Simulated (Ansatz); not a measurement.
# Fields on a plane of MoS2 (2H-MoS2 type, space group P6_3/mmc)

```yaml
crystal:
  lattice:
    - [3.10893, 0.00000, 0.00000]
    - [-1.55447, 2.69241, 0.00000]
    - [0.00000, 0.00000, 11.70793]
  atoms:
    - { symbol: Mo, position: [0.33333, 0.66667, 0.25000] }
    - { symbol: Mo, position: [0.66667, 0.33333, 0.75000] }
    - { symbol: S, position: [0.33333, 0.66667, 0.61648] }
    - { symbol: S, position: [0.66667, 0.33333, 0.11648] }
    - { symbol: S, position: [0.66667, 0.33333, 0.38352] }
    - { symbol: S, position: [0.33333, 0.66667, 0.88352] }
```

The slice is a (0001) plane (indices of the conventional cell) through the point (0.667, 0.333, 0.750) (fractional), spanned by u = [110] and v = [1 -1 0] in vectors of this cell: u (3.11 Å) and v (5.38 Å, at 90° to u). It covers one period; positions are fractions (u, v).

Atoms on it: Mo at (0.00, 0.00); Mo at (0.50, 0.50).

All values below come from PBEsol-D3(BJ) (plane waves to 420 eV, PAW, scalar-relativistic; Ansatz, a program for electronic structure). k mesh 12×12×3. These are valence fields of a PAW run, semicore shells included where kept as valence: close to a nucleus they are smooth pseudo fields. MoS2 is run without spin polarisation. MoS2 was relaxed with its symmetry unable to fall.

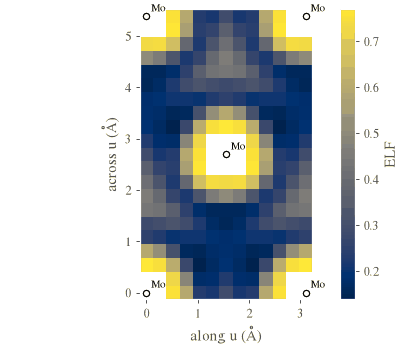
*Electron localisation function (ELF), one period of the plane, atoms marked. Points within 0.5 Å of a nucleus are left white, as the pseudised field means little there.*

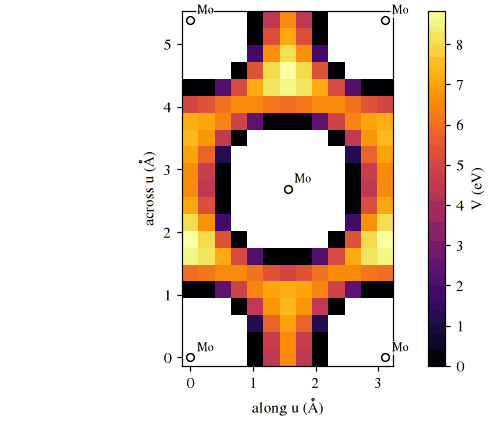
Electrostatic potential energy of an electron, from the cell's mean, in eV, one period of the plane, atoms marked. Points within 1 Å of a nucleus are left white, as the pseudised field means little there. Values under 0 eV are set to 0. The zero, the cell's mean, hangs on the PAW cores.
